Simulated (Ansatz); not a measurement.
**BHLYP/def2-SVP run of CH7BGe (SMILES C[BH][GeH3])**

What is the electronic atomisation energy of CH7BGe at BHLYP/def2-SVP? 

Program for the calculation: Ansatz 0.2.0.

69 further runs of the same task are left out: 69 set aside as unsound or not needed.

**1. The system as given**

CH7BGe: 10 atoms, total charge 0, spin state singlet. SMILES: `C[BH][GeH3]`. Geometry: relaxed at PBE0-D4/def2-TZVP.

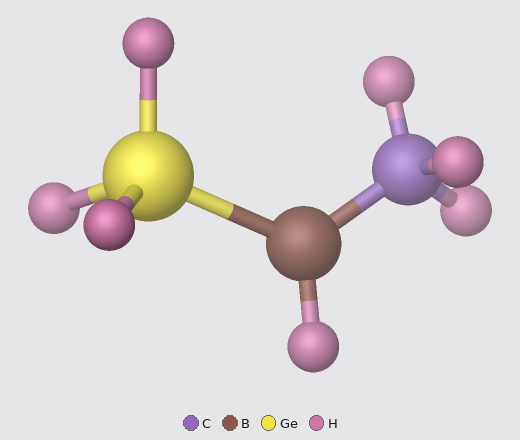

The structure, seen from a chosen angle (carbon purple, boron brown, germanium yellow, hydrogen pink).

**2. The energy at BHLYP/def2-SVP**

Contents of run.yaml:

```yaml
crystal:
  periodic: [false, false, false]
  atoms:
    - {symbol: C, position_ang: [-1.211300, 0.848000, -0.579700]}
    - {symbol: B, position_ang: [-0.013900, -0.123000, -0.719700]}
    - {symbol: Ge, position_ang: [1.111300, -0.784600, 0.881600]}
    - {symbol: H, position_ang: [-1.972600, 0.748500, -1.357000]}
    - {symbol: H, position_ang: [-0.747300, 1.837300, -0.749600]}
    - {symbol: H, position_ang: [-1.677100, 0.898700, 0.405800]}
    - {symbol: H, position_ang: [0.326000, -0.481700, -1.813000]}
    - {symbol: H, position_ang: [0.918400, -2.307400, 1.048300]}
    - {symbol: H, position_ang: [0.729200, -0.128900, 2.224000]}
    - {symbol: H, position_ang: [2.620500, -0.558300, 0.662100]}
basis:
  gaussian:
    orbitals: def2-SVP
output: {orbitals: {seedname: orbitals}}
accuracy: high
hamiltonian:
  xc: {name: BHLYP}
```

Command:

```sh
$ ansatz run run.yaml --threads 1 --pin off --max-ram 3480MiB --events-out events.jsonl --progress --plain --runs-dir runs
```

What it wrote:

```text
Warning: RAYON_NUM_THREADS=1 ignored (pool sized by the plan → 1); use --threads N
Functional definition: BHLYP
  name "BHLYP"
  parameter a = 0.5
  exchange = (1 - a)*b88_x + a*exact_x
  correlation = lyp_c
2179 factors; integrals over basis functions are off by at most 1.0e-8 eV
mean field evaluation 1: about -58331.9067 eV, gradient 3.3e1 eV
mean field evaluation 2: about -58332.8607 eV, gradient 2.6e1 eV
mean field evaluation 4: about -58334.5596 eV, gradient 1.4e0 eV
mean field evaluation 8: about -58334.8359 eV, gradient 2.2e-2 eV
mean field evaluation 16: about -58334.8359 eV, gradient 4.0e-5 eV
mean field -58334.83593802 eV, -2143.7656799502 hartree, gradient 5.2e-8 eV, S^2 0.000000; 0 other end points of the search recorded, 0 dependent functions left out
reference -58334.83596756 eV, -2143.7656810359 hartree; 25, 25 occupied and 70, 70 virtual orbitals, 2179 factors
Total energy: -58334.83596756 eV, -2143.7656810359 hartree
```

Run time: 9.9 s. Hardware: 1 thread of Arm Neoverse V2, shared host; peak memory 0.34 GiB.

**3. The B atom**

Contents of molecule.yaml:

```yaml
crystal:
  periodic: [false, false, false]
  atoms:
    - {symbol: B, position_ang: [0.000000, 0.000000, 0.000000]}
basis:
  gaussian: {orbitals: def2-SVP}
accuracy: high
magnetization: {spin_polarized: true, initial_magnetization: 1}
hamiltonian: {xc: {name: BHLYP}}
```

Run the same way, it converges to -24.62385 Eh (log not shown).

**4. The C atom at the same level**

Contents of input.yaml:

```yaml
crystal:
  periodic: [false, false, false]
  atoms:
    - {symbol: C, position_ang: [0.000000, 0.000000, 0.000000]}
basis:
  gaussian:
    orbitals: def2-SVP
magnetization:
  spin_polarized: true
  initial_magnetization: 2
accuracy: high
hamiltonian:
  xc: {name: BHLYP}
total_charge: 0
```

Run the same way, it converges to -37.80198 Eh (log not shown).

**5. The Ge atom**

Contents of input.yaml:

```yaml
crystal:
  periodic: [false, false, false]
  atoms:
    - {symbol: Ge, position_ang: [0.000000, 0.000000, 0.000000]}
basis:
  gaussian:
    orbitals: def2-SVP
magnetization:
  spin_polarized: true
  initial_magnetization: 2
hamiltonian:
  xc: {name: BHLYP}
accuracy: high
```

Run the same way, it converges to -2076.64298 Eh (log not shown).

**6. The H atom at the same level**

Contents of in.yaml:

```yaml
crystal:
  periodic: [false, false, false]
  atoms:
    - {symbol: H, position_ang: [0.000000, 0.000000, 0.000000]}
basis:
  gaussian:
    orbitals: def2-SVP
accuracy: high
magnetization:
  spin_polarized: true
  initial_magnetization: 1
hamiltonian:
  xc: {name: BHLYP}
```

Run the same way, it converges to -0.49784 Eh (log not shown).

**7. Summary of results**

Level: BHLYP/def2-SVP.

```
                     quantity           value
       molecule: total energy  -2143.76568 Eh
        molecule: HOMO energy        -8.94 eV
        molecule: LUMO energy        -0.62 eV
      molecule: HOMO–LUMO gap         8.32 eV
         B atom: total energy    -24.62385 Eh
                 B atom: ⟨S²⟩           0.753
         C atom: total energy    -37.80198 Eh
                 C atom: ⟨S²⟩           2.003
        Ge atom: total energy  -2076.64298 Eh
                Ge atom: ⟨S²⟩           2.003
         H atom: total energy     -0.49784 Eh
                 H atom: ⟨S²⟩           0.750
electronic atomisation energy       32.980 eV
```

Taking the molecule apart into free atoms costs 32.98 eV (761 kcal/mol), before zero-point energy and without spin-orbit coupling.
